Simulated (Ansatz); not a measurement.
# YTl (Pm-3m): from the cell to its phonons, part 2 of 2

Aim: the vibrations of YTl (Pm-3m), their spectra, and whether the structure is stable.

Ansatz 0.2.0; DFT PBEsol, scalar-relativistic, plane waves, PAW; PAW set soft_1.

So far. Step 3 (Tight relaxation): The forces vanish by symmetry and the pressure is 0.000 GPa, within the tolerances set. The cell now holds 26.06 Å³/atom. Step 4 (Linear response at the zone centre): Before it was imposed, the acoustic sum rule was missed by 5.7e-6 eV/Å². Small misses are needed for a sound result but don't prove that mesh and cutoff are converged. The lowest optical mode is real, 102 cm⁻¹. The relaxed cell has a = 3.735 Å (conventional setting).

**5. The dispersion**

Stability and thermal properties need the whole zone. Linear response on a 4×4×4 q mesh gives force constants as far as a supercell of that size would.

input.yaml

```yaml
crystal:
  lattice:
    - [3.7354647637, 0.0, 0.0]
    - [0.0, 3.7354647637, 0.0]
    - [0.0, 0.0, 3.7354647637]
  atoms:
    - { symbol: "Y", position: [0.5, 0.5, 0.5] }
    - { symbol: Tl, position: [0.0, 0.0, 0.0] }
kpoints:
  mp_grid: { grid: [12, 12, 12] }
hamiltonian:
  xc: pbesol
  pseudopotentials: { kind: paw, azcp: { folder: soft_1 }, xc_functional: pbe }
scf:
  occupations: { method: methfessel_paxton, width: 0.2 }
output:
  eigenvalues: true
phonons:
  method: dfpt
  qmesh: [4, 4, 4]
  temperatures: { t_max: 1000, t_step: 50 }
  qpath:
    path:
      - [[0.0, 0.0, 0.0], [0.0, 0.5, 0.0], [0.5, 0.5, 0.0], [0.0, 0.0, 0.0], [0.5, 0.5, 0.5], [0.0, 0.5, 0.0]]
      - [[0.5, 0.5, 0.5], [0.5, 0.5, 0.0]]
    npoints: 10
```

Started as:

```bash
> ansatz run input.yaml --threads 4 --pin off --max-ram 10240MiB --backend cpu --events-out ev --progress --plain --runs-dir out
```

Numbers of over 12 decimals in the logs are rounded to 6 here.

Output:

```text
[...]
Crystal: 2 atoms, lattice volume = 52.124 Å³
Basis set: ecut = 420 eV, 1021 PW (Γ), exchange–correlation on 50×50×50 points (8 copies of the dense FFT grid, shifted against one another)
Bands: 16, of which v1, the nominal top of the filled ones, is band 12 counted from 1 (11 counted from 0)
Symmetry: 48 space group operations
k-points: 84 of 1728
[...]
SCF iter   1: F=—  HF=-15094.093072 eV  |F-HF|=—  |Δ(HF+E_count)|=         —  Δρ=3.71e-2  dr2=1.14e0  ethr=3.10e-3  ⟨swp⟩=5.0  Hψ=5815  notcnv=0
[...]
SCF iter  10: F=-15093.688375 eV  HF=-15093.688375 eV  |F-HF|=1.82e-12  |Δ(HF+E_count)|=  3.64e-12  S|Δr|=    0.00e0  Δρ=2.46e-8  dr2=2.86e-13  ethr=1.00e-12  ⟨swp⟩=5.0  Hψ=5387  notcnv=0
[...]
SCF 1 converged in 10 iterations: F = -15093.688375 eV  dr2 = 2.86e-13
[...]
SCF iter   3: F=-15093.688375 eV  HF=-15093.688375 eV  |F-HF|=5.46e-12  |Δ(HF+E_count)|=  2.18e-11  S|Δr|=    0.00e0  Δρ=1.66e-7  dr2=6.68e-12  ethr=1.00e-12  ⟨swp⟩=2.9  Hψ=3193  notcnv=0
SCF 2 converged in 3 iterations: F = -15093.688375 eV  dr2 = 6.68e-12
phonons: the bands overlap, so this run is a metal and interpolates without the dipole-dipole term. If the crystal is really an insulator or semiconductor, its LO-TO splitting is missing
NSCF: frozen V_eff on 84 k-points
[...]
DFPT response loops at q = (0, 0, 0) (fractional): preconditioner auto → Kerker (q_TF=auto, 2.397 Å⁻¹) (partly filled bands, converged f_vac=0.000); β = 1.00, the filter's whole step (`scf.mixing.beta` (0.50) is not read by the response loops under this deck's `scf.mixing.preconditioner`; to damp them name `kerker` or `kerker_dos`, under which they read `scf.mixing.beta`, and type it under 1.00, their step now; both keys bind the ground state too); Broyden in place of MSR1
[...]
SCF converged after 10 iterations
[...]
Free energy (F): -15093.688375 eV
[...]
Internal energy: -15093.685868 eV  (E = F + TS)
E sigma→0 (E₀):  -15093.687749 eV
Entropy (-TS):   -0.002507 eV (-1.254 meV/atom)
Fermi energy:    12.266980 eV
[...]
--- Band table (eV; the first three rows and the last of 84) ---
  k-point 0: bands = [... 8 lower, 0.8195, 3.1749, 12.1381, 12.1381, 15.4030, 15.4030, 15.4030, 15.8523]
  k-point 1: bands = [... 8 lower, 0.8210, 3.2645, 12.0390, 12.1459, 14.8280, 14.8280, 14.9565, 15.8441]
  k-point 2: bands = [... 8 lower, 0.8251, 3.5291, 11.5428, 12.1675, 14.1712, 14.1712, 14.5593, 15.8218]
  k-point 83: bands = [... 8 lower, 1.0604, 7.9615, 9.7125, 9.7125, 9.7125, 16.5951, 16.5951, 16.5951]
--- Phonons (Γ-DFPT): 2 representative perturbations + reference (Σ response iterations 6) ---
  ASR residual: 4.786e-6 → 0.000e0 eV/Å²; symmetrization residual: 3.021e-5 eV/Å²
  ASR residual per site (eV/Å²): 2.62e-6 4.79e-6
  Γ frequencies (cm⁻¹): 0.00 0.00 0.00 101.54 101.54 101.54
--- Phonons (arbitrary-q DFPT): 10 irreducible q on the 4×4×4 mesh ---
  q = [0.0000, 0.0000, 0.0000] (star 1, of the zone-centre solve; hermiticity 2.57e-5, symmetrization 8.03e-12): -0.00 -0.00 -0.00 101.54 101.54 101.54
  q = [0.0000, 0.0000, 0.2500] (star 6, 4 solved perturbations in 1848 linear systems a pass and spin channel, the states on 588 of 1728 k-point pairs; hermiticity 1.19e-5, symmetrization 1.46e-12): 40.62 40.62 55.68 100.44 100.44 129.10
[...]
q = [0.0000, 0.2500, -0.5000] (star 12, 6 solved perturbations on 588 of 1728 k-point pairs; hermiticity 9.35e-6, symmetrization 1.09e-13): 50.21 56.22 57.86 86.70 139.35 158.07
[...]
sum rule: each row above includes the acoustic sum rule's correction from the zone centre's row sums; it moved no ω² by more than (0.09 cm⁻¹)²
  mesh force constants: q→R imaginary residual 4.15e-18; ASR residual 4.786e-6 → 0.000e0 eV/Å²; symmetrization residual 3.553e-15 eV/Å²
  interpolated dispersion: 62 rows × 6 modes
  density of states and harmonic sums: on the 20×20×20 q-mesh, interpolated from the force constants of a 4×4×4 supercell (no non-analytic term)
  largest difference from the sums on the solved wave vectors: F 1.48e-2 eV, S 1.88e-5 and C_V 4.01e-6 eV/K
  zero-point energy: 0.033617 eV/cell   skipped modes (ω ≤ 0): 3   left out of the sums: 6.25e-5 of the cell's modes: C_V's classical limit lies that fraction below 3 k_B per atom; for a crystal, a wire or a layer, F and S can be off by more, and a phonons.interpolated_qmesh denser along its periods is the remedy for the sampling
```

The job ended after 5.1 min (4 threads of Arm Neoverse V2, shared host; peak memory 2.1 GiB).

Numbers from this step:

* sum-rule residual before enforcement: 4.79e-6 eV/Å²
* lowest frequency on the path: 0 cm⁻¹
* highest frequency on the path or at a solved wavevector: 166.6 cm⁻¹
* mean frequency: 90.4 cm⁻¹
* Debye temperature (second moment): 185 K
* logarithmic mean frequency: 80 cm⁻¹
* lowest mode on the q mesh (acoustic modes at Γ apart): 23.31 cm⁻¹
* zero-point energy per atom: 16.81 meV
* heat capacity at 300 K: 24.48 J/(mol atoms K)
* vibrational entropy at 300 K: 49.06 J/(mol atoms K)

Frequencies (cm⁻¹) solved at each irreducible wavevector; negative means imaginary. Frequencies by wavevector, by row:

```
q in reciprocal lattice units  star  mode 1  mode 2  mode 3  mode 4  mode 5  mode 6
                        0 0 0     1       0       0       0   101.5   101.5   101.5
                     0 0 0.25     6    40.6    40.6    55.7   100.4   100.4   129.1
                     0 0 -0.5     3    56.3    56.3    85.3   100.5   100.5     149
                  0 0.25 0.25    12    23.3    49.4    72.5    95.1   122.5   139.8
                  0 0.25 -0.5    12    50.2    56.2    57.9    86.7   139.3   158.1
                  0 -0.5 -0.5     3    41.9    41.9    60.7    76.3   166.6   166.6
               0.25 0.25 0.25     8      45      45    62.9     130     130   130.1
               0.25 0.25 -0.5    12    45.6    54.1    62.6   116.8   135.6   158.3
               0.25 -0.5 -0.5     6    62.1    62.1    70.8   118.1   154.7   154.7
               -0.5 -0.5 -0.5     1    87.3    87.3    87.3   138.6   138.6   138.6
```

Interpolated from a 4×4×4 q mesh. Phonon branches along the path, in cm⁻¹:

```
    point  branch 1  branch 2  branch 3  branch 4  branch 5  branch 6
        Γ         0         0         0       102       102       102
        X        56        56        85       100       100       149
        M        42        42        61        76       167       167
        Γ         0         0         0       102       102       102
        R        87        87        87       139       139       139
        X        56        56        85       100       100       149
jump to R        87        87        87       139       139       139
        M        42        42        61        76       167       167
```

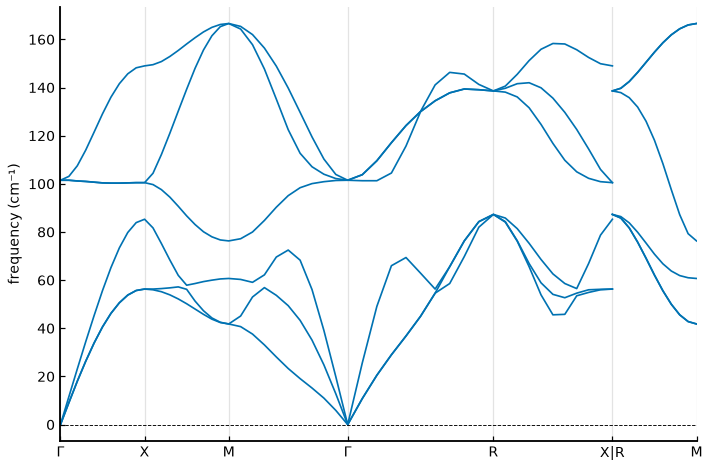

Phonon branches along the path.

The phonon density of states has structure finer than the step of the table below, so its rows give means over 10 cm⁻¹, whole bins alone (the curve runs from 1 to 167 cm⁻¹). Peaks (cm⁻¹: height): 55.0: 0.148, 59.0: 0.113, 101.0: 0.0890, 151.0: 0.0578.

Tetrahedra on a 20×20×20 mesh, mean over bins of 2 cm-1. Interpolated from a 4×4×4 q mesh. The phonon density of states by wavenumber; means over each step:

```
wavenumber (cm⁻¹)  phonon density of states (1/cm⁻¹/cell)
               10                                 0.00145
               20                                 0.00778
               30                                  0.0201
               40                                  0.0461
               50                                  0.0843
               60                                  0.0860
               70                                  0.0457
               80                                  0.0131
               90                                  0.0153
              100                                  0.0500
              110                                  0.0351
              120                                  0.0296
              130                                  0.0311
              140                                  0.0410
              150                                  0.0553
              160                                  0.0368
```

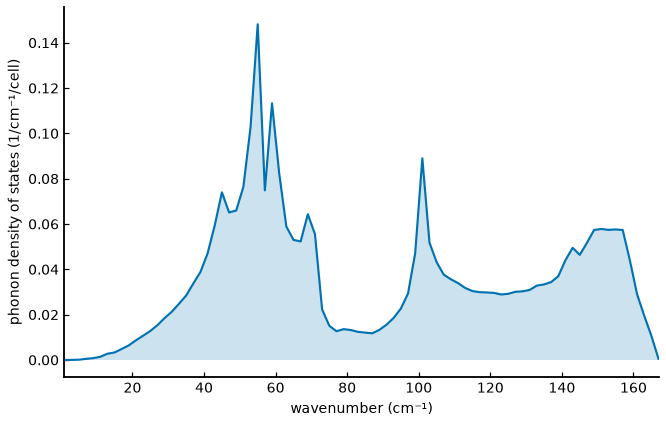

Phonon density of states against wavenumber.

Phonopy on the run's constants, 15x15x15 mesh, Gaussian sigma 2.0 cm-1. Interpolated from a 4×4×4 q mesh. Partial phonon density of states against wavenumber; read off at these points; values in 1/cm⁻¹/cell:

```
wavenumber (cm⁻¹)       Tl        Y
            -10.0        0        0
              0.0   1.2e-4   5.0e-5
             10.0   7.6e-4   3.0e-4
             20.0  0.00506  0.00157
             30.0   0.0155  0.00420
             40.0   0.0345  0.00855
             50.0   0.0624   0.0113
             54.9    0.104   0.0135
             60.0   0.0790  0.00816
             70.0   0.0502  0.00433
             80.0  0.00819  0.00567
             90.0   9.6e-4   0.0125
            100.0  0.00714   0.0532
            110.0  0.00413   0.0352
            120.0  0.00363   0.0251
            130.0  0.00451   0.0228
            140.0  0.00621   0.0295
            150.0  0.00796   0.0468
            153.4  0.00837   0.0497
            160.0  0.00647   0.0322
            170.0   7.3e-5   2.9e-4
            180.0        0        0
```

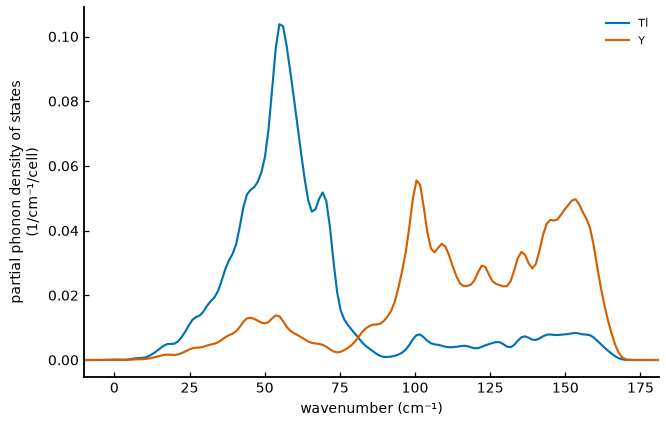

Partial phonon density of states, plotted against wavenumber.

Second derivatives of the energy by pair, one row for each kind of neighbour of each atom listed. Each entry sums the pair over the periodic images of the supercell that the q mesh stands for, and in a polar crystal it holds the long-range dipole part too. Force constants by pair, by row:

```
atom  neighbour  distance (Å)  third of the trace (eV/Å²)  along the pair's line (eV/Å²)
  Y1     itself             0                       4.813                              –
  Y1         Tl         3.235                     -0.3396                         -1.595
  Y1          Y         3.735                     -0.3033                         -1.105
  Y1          Y         5.283                     -0.0373                        -0.0125
  Y1         Tl         6.195                      0.0128                         0.0712
  Y1          Y          6.47                     -0.0197                        -0.0147
  Y1          Y         7.471                      0.0226                         0.0696
 Tl2     itself             0                       3.841                              –
 Tl2          Y         3.235                     -0.3396                         -1.595
 Tl2         Tl         3.735                     -0.2578                        -0.7536
 Tl2         Tl         5.283                      0.0024                        -0.1223
 Tl2          Y         6.195                      0.0128                         0.0712
 Tl2         Tl          6.47                      -0.002                         0.0511
 Tl2         Tl         7.471                       0.038                         0.1058
```

Harmonic thermodynamic functions per atom, from the density of states. Interpolated from a 4×4×4 q mesh. Thermodynamic functions, by row:

```
T (K)  F_vib (meV/atom)  S (J/mol-atom/K)  C_V (J/mol-atom/K)
    0             16.81                 0                   0
   50              14.8             10.62               14.88
  100               5.8             23.39                21.3
  200            -27.45             39.23               23.92
  300            -73.53             49.06               24.48
  400            -128.2             56.13               24.68
  500            -189.3             61.65               24.77
  600            -255.7             66.17               24.82
  700            -326.3                70               24.86
  800            -400.6             73.32               24.88
  900            -478.1             76.25               24.89
 1000            -558.5             78.88                24.9
```

Harmonic mean-square displacement, third of the trace. Interpolated from a 4×4×4 q mesh. Mean square displacements, by row:

```
T (K)  Y1 U_eq (Å²)  Tl2 U_eq (Å²)
    0       0.00194        0.00153
  100       0.00438        0.00501
  300       0.01199        0.01452
  600       0.02375        0.02895
```

Symmetry leaves 10 wavevectors to solve. The lowest mode among them, the acoustic zeros apart, lies at q = (0, 0.25, 0.25) and is real, 23.3 cm⁻¹.

**6. Isotope substitution**

An isotope changes the mass and not the force constants, so no new electronic calculation is needed; the shifts show which modes move this element.

The same force constants with the mass of Tl changed from 204.380 to 202.972 u (phonopy, no LO-TO term). Both lists are sorted by frequency; levels can cross, so a row need not hold one and the same mode. Modes under 3 cm⁻¹ are left out. Isotope shifts, by row:

```
          q  rank  natural mass (cm⁻¹)  changed mass (cm⁻¹)
      0 0 0     4                101.5                101.6
      0 0 0     5                101.5                101.6
      0 0 0     6                101.5                101.6
   0 0 0.25     1                40.62                40.74
   0 0 0.25     2                40.62                40.74
   0 0 0.25     3                55.68                55.85
   0 0 0.25     4                100.4                100.5
   0 0 0.25     5                100.4                100.5
   0 0 0.25     6                129.1                129.2
   0 0 -0.5     1                56.29                56.49
   0 0 -0.5     2                56.29                56.49
   0 0 -0.5     3                 85.3                 85.6
   0 0 -0.5     4                100.5                100.5
   0 0 -0.5     5                100.5                100.5
   0 0 -0.5     6                  149                  149
0 0.25 0.25     1                23.31                23.38
0 0.25 0.25     2                49.39                49.54
0 0.25 0.25     3                72.53                72.78
0 0.25 0.25     4                95.13                95.17
0 0.25 0.25     5                122.5                122.5
0 0.25 0.25     6                139.8                139.9
```

A mode of this element alone would shift by +0.35 %. The highest zone-centre frequency without the field goes from 101.5 to 101.6 cm⁻¹ (+0.1 %). The product of the frequency ratios over all optical modes at Γ is 1.003; the product rule, (m/m′)^(3k/2) (M′/M)^(3/2) with k = 1 such atoms and M the mass of the cell, gives 1.003.

**7. What came out**

| Property | Result |
| --- | --- |
| space group after relaxation (within 0.01 Å) | Pm-3m |
| volume per atom | 26.1 Å³ |
| electronic character | no gap on this mesh |
| highest optical mode at the zone centre (no LO-TO term) | 102 cm⁻¹ |
| lowest optical zone-centre mode | 102 cm⁻¹ |
| lowest mode on the q mesh (acoustic modes at Γ apart) | 23.3 cm⁻¹ |
| highest frequency on the path or at a solved wavevector | 167 cm⁻¹ |
| zero-point energy per atom | 16.8 meV |
| heat capacity at 300 K | 24.5 J/(mol atoms K) |
| vibrational entropy at 300 K | 49.1 J/(mol atoms K) |
| Debye temperature (second moment) | 185 K |
| imaginary modes on the 4×4×4 q mesh | none |

The structure is a minimum as far as tested: no mode is imaginary at the 10 irreducible wavevectors of the 4×4×4 mesh, and the softest away from the acoustic zeros lies at 23 cm⁻¹. The optical modes at Γ form one degenerate level at 102 cm⁻¹. The highest mode in this list at Γ, 101.5 cm⁻¹, has its largest share on Y (70 % of the kinetic energy). With no gap, or one that is small against the smearing, the frequencies hang on the k mesh and the smearing, most of all near Kohn anomalies. Spin-orbit coupling is left out, which can matter for the heavy elements here. The PAW files were made for PBE and serve the other functionals too. These are harmonic frequencies at zero temperature: anharmonic shifts, linewidths and thermal expansion are left out.

[Logs are printed without paths, hosts, clocks, repeated set-up lines and the standing remarks that a program may print on its own settings, such as how far it seeks lower states.]

[Hosts, paths, dates, database ids (printed as entryN), source tags and the programs' standing remarks are cut or masked in the printed files.]
